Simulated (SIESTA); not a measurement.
# How far to go with the cutoff of the real-space grid: WS₂ (P3m1, 3 atoms in the cell)

```xyz
3
Lattice="3.1676 0.0000 0.0000 -1.5838 2.7432 0.0000 0.0000 0.0000 16.8658" Properties=species:S:1:pos:R:3 pbc="T T T"
W      0.0000     0.0000     0.0500
S      0.0000     1.8288    15.3142
S      0.0000     1.8288     1.5517
```

Method: GGA PBEsol, numerical atomic orbitals TZP, PseudoDojo PBEsol standard norm-conserving potentials (rewritten from UPF to PSML) in SIESTA.

Base settings: XC.functional = GGA; XC.authors = PBEsol; potentials = PseudoDojo PBEsol standard; PAO.BasisSize = TZP; PAO.EnergyShift = 0.01 Ry; MeshCutoff = 350 Ry; kgrid.MonkhorstPack = 3 3 1; OccupationFunction = FD; ElectronicTemperature = 10 K; MaxSCFIterations = 150.

The second cell is the first with its lattice scaled by 0.98.

The mesh stays at the base's, so the ladder's end is converged at best in this setting alone.

Only quantities that move along the ladder and can be compared are tabulated; the gap is left out on so coarse a mesh.

The starting cell comes from a database of computed structures (which also holds hypothetical and non-ambient phases and stackings), without a prior relaxation at this level. Its lattice was rescaled by up to half a per cent. One atom was moved a little off its site on purpose. Values carry the incompleteness of an atom-centred basis. In the base run, forces exceed 1 eV/Å.

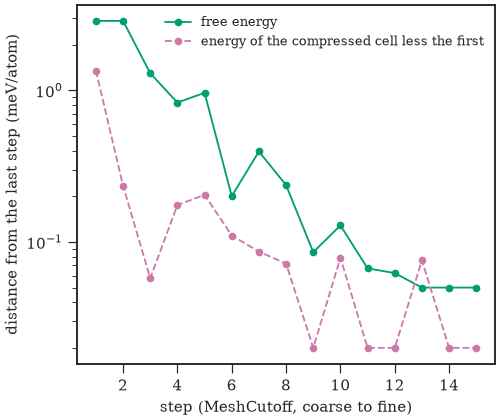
Fig. 1. Distance from the last step along the ladder; very small values are drawn at a floor.

```tsv
MeshCutoff	free energy less the last step's (meV/atom)	energy of the compressed cell less the first (meV/atom)	pressure (GPa)	largest difference of a force vector from the last step's (eV/Å)
122 Ry (140 Ry used)	-2.88	33.90	-0.09	0.010
140 Ry (147 Ry used)	-2.88	35.49	-0.11	0.020
158 Ry (159 Ry used)	-1.30	35.31	0.01	0.018
193 Ry (201 Ry used)	-0.83	35.08	-0.04	0.004
210 Ry (212 Ry used)	-0.97	35.46	-0.08	0.011
245 Ry (249 Ry used)	-0.20	35.14	-0.06	0.007
280 Ry (315 Ry used)	-0.40	35.34	-0.05	0.003
315 Ry (331 Ry used)	-0.24	35.18	-0.04	0.003
350 Ry (358 Ry used)	-0.09	35.24	-0.07	0.010
385 Ry (389 Ry used)	-0.13	35.17	0.00	0.010
420 Ry (453 Ry used)	-0.07	35.24	-0.05	0.005
473 Ry (476 Ry used)	-0.06	35.26	-0.02	0.003
525 Ry (560 Ry used)	0.00	35.18	-0.05	0.004
612 Ry (637 Ry used)	-0.03	35.26	-0.05	0.001
700 Ry (708 Ry used)	0.02	35.24	-0.03	0.005
840 Ry (846 Ry used)	0.00	35.25	-0.04	0.000
```

Coarsest MeshCutoff that holds the energy of the compressed cell less the first within 0.5 meV/atom of the last step, with all finer ones: 140 Ry (147 Ry used); the step before is off by 1.4 meV/atom.

The energy difference between the two cells stays within 1 meV/atom of the last step's from 140 Ry on, the total only from 193 Ry on: much of the error is common to both cells and cancels.

Two neighbours can agree and both be off: 122 Ry and 140 Ry differ by 0.00 meV/atom in the free energy, yet lie about 2.9 meV/atom from the last step.

Left out of this page: 1 run of the series outside the window shown, repeating another row's setting, or not comparable.
